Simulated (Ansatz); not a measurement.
```
CELL_PARAMETERS angstrom
3.21720 0.00000 0.00000
-1.60860 2.78618 0.00000
0.00000 0.00000 19.57684
ATOMIC_POSITIONS crystal
Al 0.66667 0.33333 0.10904
Al 0.33333 0.66667 0.44238
Al 0.00000 0.00000 0.77571
Al 0.00000 0.00000 0.22429
Al 0.66667 0.33333 0.55762
Al 0.33333 0.66667 0.89096
H 0.33333 0.66667 0.16667
H 0.00000 0.00000 0.50000
H 0.66667 0.33333 0.83333
Cl 0.00000 0.00000 0.00000
Cl 0.66667 0.33333 0.33333
Cl 0.33333 0.66667 0.66667
```

Space group R-3m; a structure generated by program, which may or may not match a known phase.

Computed with DFT PBE, scalar-relativistic, plane waves, PAW (Ansatz 0.2.0).

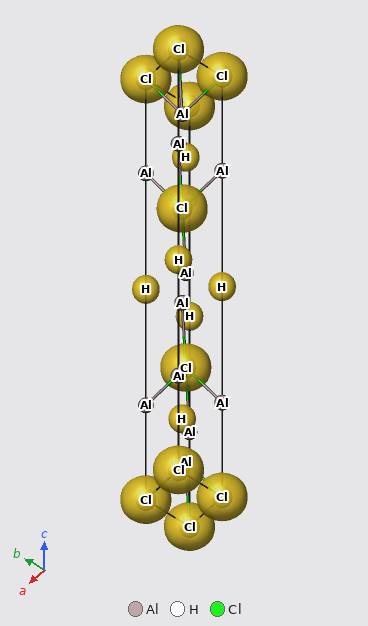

Al$_{2}$HCl. Isosurface of the ELF at 0.75 (yellow), seen at an oblique angle. Only the valence region is drawn (cores and ρ < 0.01 e/Å³ removed). Sticks mark near contacts.

In a PAW calculation such maps are meaningful between the atoms, not at the nuclei.

What do the ELF domains correspond to?

Answer. The ELF exceeds this value in three regions around hydrogen nuclei and three regions wrapped around Cl (the valence shell of each), counted in one cell of 12 atoms. Any copies at cell faces, edges or corners count once. Profiles from the grid: Al–H (2.17 Å): the ELF climbs to about 1 towards the hydrogen. Al–Cl (2.83 Å): the ELF peaks at about 0.85 in the valence shell of Cl, 0.7 Å from its nucleus, and drops to about 0.35 between the two atoms.
